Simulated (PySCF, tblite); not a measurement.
# C6H9N3Si: geometry, infrared bands and NMR shifts

Wanted: the infrared bands and NMR shifts of C6H9N3Si (`C[SiH](C)n1nccc1C#N`), by calculation.

Computed with tblite 0.8.0 and PySCF 2.14.0, with density-fitted response routines of our own, on a single molecule in the gas phase. Atoms count from 0, in the outputs and in this text.

### Step 1. The molecule as given

19 atoms, charge 0, multiplicity 1; geometry from: force field or distance geometry start.

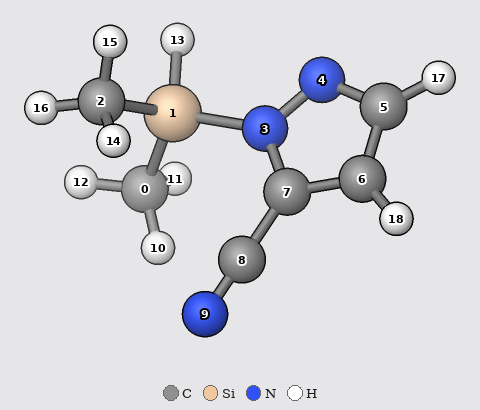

The starting geometry (carbon grey, silicon light orange, nitrogen blue, hydrogen white), atoms numbered.

### Step 2. Optimising the geometry with GFN2-xTB

Job settings and geometry (Å):

```
{"job": {"kind": "relax", "xc": "GFN2-xTB", "basis": "xTB"}, "charge": 0, "multiplicity": 1}
C     -1.872100    -1.473800    -0.340400
Si    -1.200200     0.230600    -0.439800
C     -1.646900     1.273300     1.059700
N      0.592200     0.303100    -0.587500
N      1.238900     0.910800    -1.537000
C      2.562200     0.796500    -1.400300
C      2.751200     0.046300    -0.244000
C      1.497800    -0.254800     0.259600
C      1.212300    -1.026400     1.439700
N      0.972400    -1.646700     2.391200
H     -1.303300    -2.173800     0.272400
H     -1.923800    -1.905800    -1.377900
H     -2.964100    -1.426000    -0.015600
H     -1.760000     0.873300    -1.642000
H     -0.919500     1.151600     1.883200
H     -1.572100     2.327100     0.719600
H     -2.689500     1.057100     1.390700
H      3.327800     1.204700    -2.051800
H      3.686900    -0.258100     0.212800
```

Run with:

```sh
OMP_NUM_THREADS=1 python probes_run.py task.json out
```

This one command runs all jobs of the session in turn.

**Question.** This job is followed by: GFN2-xTB harmonic vibrations, gas phase; GIAO PBE0/pcSseg-1 NMR shielding, non-relativistic, gas phase. What will the session give for the following? strongest single infrared mode (GFN2-xTB); zero-point energy (GFN2-xTB); 13C shifts against TMS (PBE0/pcSseg-1, means over atoms taken as alike); 1H shifts against TMS (PBE0/pcSseg-1, means over atoms taken as alike); 29Si shifts against TMS (PBE0/pcSseg-1); 15N shifts against NH3 (PBE0/pcSseg-1).

**Answer**, as computed:

| quantity | value |
| --- | --- |
| strongest single infrared mode (GFN2-xTB) | 2365 cm⁻¹, 262 km/mol |
| zero-point energy (GFN2-xTB) | 87.8 kcal/mol |
| 13C shifts against TMS (PBE0/pcSseg-1, means over atoms taken as alike) | 145.9, 125.4, 123.7, 119.0, -1.0 ppm |
| 1H shifts against TMS (PBE0/pcSseg-1, means over atoms taken as alike) | 7.86, 7.16, 5.65, 0.67 ppm |
| 29Si shifts against TMS (PBE0/pcSseg-1) | 7.0 ppm |
| 15N shifts against NH3 (PBE0/pcSseg-1) | 380.3, 334.1, 253.5 ppm |

**Reading.** Relaxing lowered the energy by 0.507 eV in 81 steps; the close pair that moved most is C0–Si1, from 1.835 to 1.897 Å. All 51 modes are real, so the xTB geometry is a minimum. The strongest single mode, at 2365 cm⁻¹, moves mainly C8 and N9. Unscaled tight-binding wavenumbers are off by several per cent, some by more. Its intensities can rank the bands wrongly. At PBE0/pcSseg-1: The largest span, 565 ppm, is at N4, where the paramagnetic term is -433 ppm. NICS(1)zz of -31 ppm above the planar ring from N3 marks a diatropic (aromatic) ring current.
